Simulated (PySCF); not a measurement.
```xyz
20

Cl   -4.5918    0.0294    1.9051
Si   -2.9608    0.2286    0.7467
P    -2.0898   -1.8015    0.4184
Si   -0.7244   -1.3541   -1.3005
C     0.6636   -0.2989   -0.5869
C     0.9076    0.9981   -1.0258
C     1.9226    1.7579   -0.4722
C     2.7154    1.2286    0.5320
C     2.4840   -0.0604    0.9832
C     1.4650   -0.8126    0.4289
H    -3.3886    0.9256   -0.4684
H    -1.9659    1.0325    1.4524
H    -3.1327   -2.2793   -0.3513
H    -0.2251   -2.6495   -1.7732
H    -1.3701   -0.6407   -2.4104
H     0.2944    1.4167   -1.8112
H     2.0979    2.7639   -0.8253
H     3.5114    1.8190    0.9618
H     3.0996   -0.4765    1.7676
H     1.2824   -1.8161    0.7885
```

Geometry: GFN2-xTB.

Computed with PBE0/pcSseg-1, SCF density, gas phase, non-relativistic in PySCF 2.14.0.

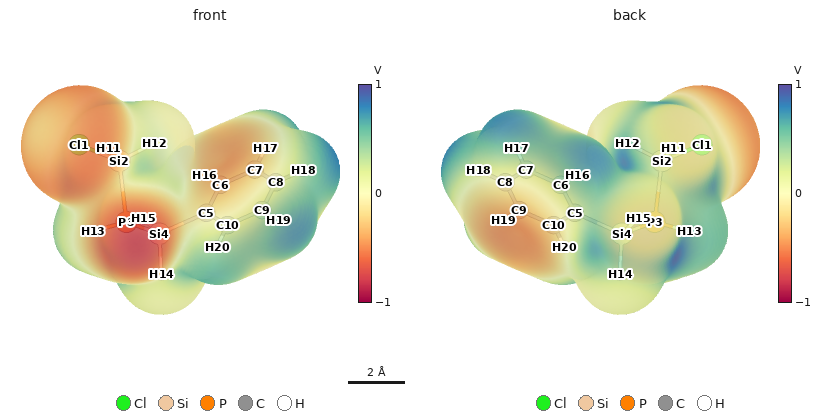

C$_{6}$H$_{10}$ClPSi$_{2}$. The electrostatic potential painted on the density surface at 0.001 e/bohr³, seen from the front and from behind; the colour scale runs from red (negative) to blue (positive).

> Describe the electrostatic potential map.

The most negative region (about −0.8 V) lies over P3, the most positive (about +0.8 V) over Si2, Si4, H17 and H18.

> What dipole moment does the calculation give?

Its dipole moment is 2.44 D.
